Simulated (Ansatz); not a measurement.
A series of calculations on BH2ClF2

### Relaxation

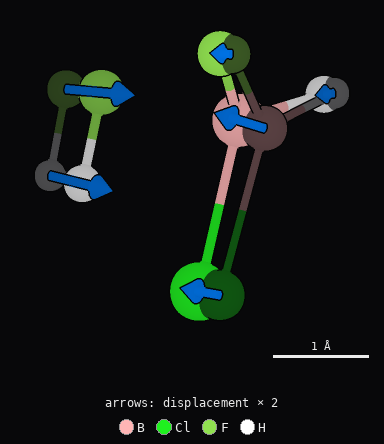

This is a relaxation of BH2ClF2. The starting structure is drawn faded, the final one solid; blue arrows show the displacements, 2 times their true length. The two geometries are superimposed by the best rigid fit.

A ball-and-stick model, seen at a tilt.

The run prepares an end point of a later path (reaction) calculation, from a guessed geometry.

The calculation used RKS LDA/def2-SVP (Ansatz). Settings: no spin polarisation; force threshold 0.03 eV/Å; at most 50 steps.

> Describe the change and its energy.

The energy falls by 0.287 eV in 8 accepted moves (9 points after the start). The largest force component goes from 1.1 to 0.026 eV/Å. The line search rejected the trial step at point 5 of the run. The largest move after the best rigid fit is that of an F atom, 0.43 Å. Largest moves by element: F 0.43 Å, H 0.43 Å, B 0.34 Å, Cl 0.27 Å. Among the contacts that change: B–F 2.510 → 1.740 Å, Cl–H 2.564 → 1.920 Å, F–H 0.933 → 0.993 Å, B–Cl 1.825 → 1.856 Å. Bond angles that change, for instance: Cl–B–H 120.2° → 116.1°, Cl–B–F 116.9° → 114.3°.

Limits of the set-up: the start holds two separate molecules, 2.5 Å apart at their closest, whose relative position is a soft coordinate and is computed without a dispersion correction.

### Relaxation

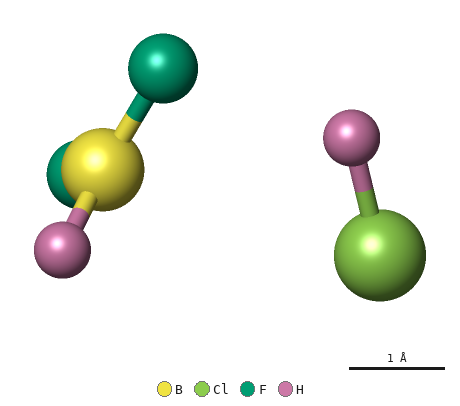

This is the input geometry for a relaxation of BH2ClF2. Style: ball-and-stick. Shown from a free direction.

The run prepares an end point of a later path (reaction) calculation, from a guessed geometry.

The calculation used Ansatz 0.2.0, RKS LDA/def2-SVP.

Input
```yaml
crystal:
  periodic: [false, false, false]
  atoms:
    - { symbol: B, position_ang: [0.005516, 0.383075, -0.418528] }
    - { symbol: Cl, position_ang: [0.028166, -0.091425, 2.600474] }
    - { symbol: F, position_ang: [1.154967, -0.182875, -0.678726] }
    - { symbol: H, position_ang: [-1.048863, -0.158557, -0.674177] }
    - { symbol: F, position_ang: [0.036805, 1.61644, 0.058687] }
    - { symbol: H, position_ang: [0.065008, 1.162044, 2.127969] }
basis:
  gaussian: { orbitals: def2-SVP }
hamiltonian:
  xc: lda
relax:
  f_tol: 0.03
  max_steps: 50
```

Run as
```bash
ansatz run input.yaml --threads 1 --pin off --max-ram 2048MiB --backend cpu --events-out ev --progress --plain --runs-dir out
```

Q: Where does the relaxation end?

A: Cl2 moves most after the best rigid fit: 0.24 Å. Largest moves by element: Cl 0.24 Å, H 0.15 Å, B 0.10 Å, F 0.07 Å. Some distances before and after: B1–Cl2 3.056 → 2.729 Å, Cl2–H6 1.340 → 1.305 Å, B1–F5 1.323 → 1.329 Å. Over 7 geometry steps the energy falls by 4.15 kJ/mol. Largest force component: 0.92 eV/Å at the start, 0.0048 eV/Å at the end.

Step by step:

```csv
step,"E − E(0), kJ/mol","largest force component, eV/Å"
0,0.00,0.9197
1,-0.07,0.8104
2,-2.80,0.4387
3,-3.53,0.3001
4,-3.95,0.1296
5,-4.08,0.0384
6,-4.12,0.0325
7,-4.15,0.0048
```

Final geometry:

```xyz
6

B     0.0132    0.3837   -0.3209
Cl    0.0000   -0.1188    2.3610
F     1.1602   -0.1810   -0.6091
H    -1.0434   -0.1744   -0.5283
F     0.0463    1.6649    0.0295
H     0.0652    1.1544    2.0835
```

After the run, drawn alike:

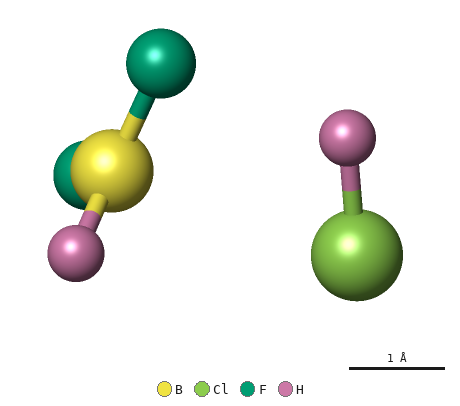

### Path

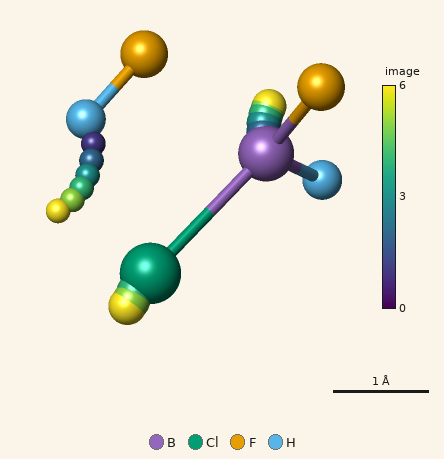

NEB run on BH2ClF2. Images are numbered from 0 (start) to 6 (end). The start is drawn whole; smaller spheres mark the moving atoms (B, Cl, H) in the later images, joined by lines and coloured by the number of the image. Style: ball-and-stick. Shown at a tilt.

Method: RKS LDA/def2-SVP (Ansatz). Run with 5 movable images; climbing image; force threshold 0.05 eV/Å; iteration limit 60; starting path through a guess of the saddle point.

Question: What moves, how far, and at what cost in energy?

Answer: Breaking: B–Cl (1.86 → 2.73 Å), F–H (0.99 → 2.12 Å). Forming: B–F (1.74 → 1.33 Å), Cl–H (1.92 → 1.30 Å). Forward barrier 0.9 kcal/mol, backward barrier 11.5 kcal/mol, with image 1 at the top; the reaction energy is −10.6 kcal/mol. The band converged in 10 iterations, with a climbing image at the top. At the top, the vibrational analysis gives one imaginary mode (450i cm⁻¹), as a transition state must have.

Cost: 52 s on 1 thread of Arm Neoverse V1, with other jobs on the host, peak memory 0.11 GiB.
